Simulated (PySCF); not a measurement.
Consider C₄H₁₀OSi (SMILES O[SiH]1CCCC1).

The calculation's input:

```
{"job": {"xc": "KT2", "basis": "pcSseg-1", "solvent": "dichloromethane", "kind": "nmr", "pop": true}, "charge": 0, "multiplicity": 1}
O      2.429856     0.287073     1.108034
Si     1.410062    -0.000308    -0.132807
C      0.126225    -1.379330     0.168047
C     -1.193296    -0.797802    -0.345149
C     -1.237031     0.681827     0.031907
C      0.072164     1.327806    -0.433898
H      2.109306     0.472688     1.987362
H      2.353818    -0.215996    -1.219795
H      0.037155    -1.604367     1.233165
H      0.349278    -2.320682    -0.329661
H     -2.055367    -1.332593     0.059342
H     -1.224260    -0.884867    -1.433289
H     -2.106812     1.173142    -0.408910
H     -1.321630     0.768740     1.118398
H     -0.002314     1.561794    -1.495538
H      0.245247     2.271820     0.081382
```

Launched as:

```sh
OMP_NUM_THREADS=1 python ens_run.py task.json out
```

Geometry: GFN2-xTB.

Level of theory: PySCF 2.14.0, KT2/pcSseg-1, SCF density, in a dichloromethane solvent model, non-relativistic.

### What will maps of the electron density and electron localisation function show?

C–C (1.53 Å): ρ is about 1.6 e/Å³ halfway; the ELF peaks at about 0.95 between the atoms: a shared electron pair.
C–H (1.09 Å): the density is about 2 e/Å³ at the midpoint; the ELF climbs to about 1 towards the hydrogen, as it does in any bond to H: a covalent bond by its length.

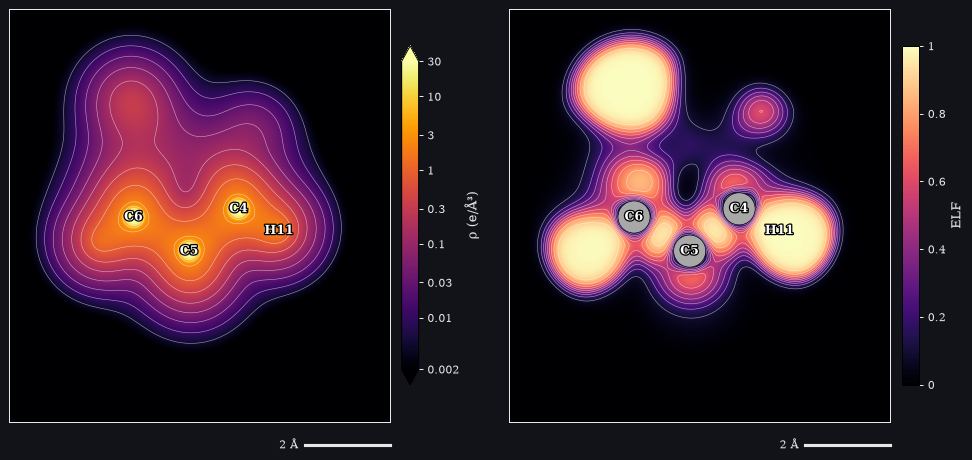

Computed electron density and electron localisation function on the plane of atoms C4, C5 and C6, in this order. Grey discs cover the atomic cores in the ELF map. 
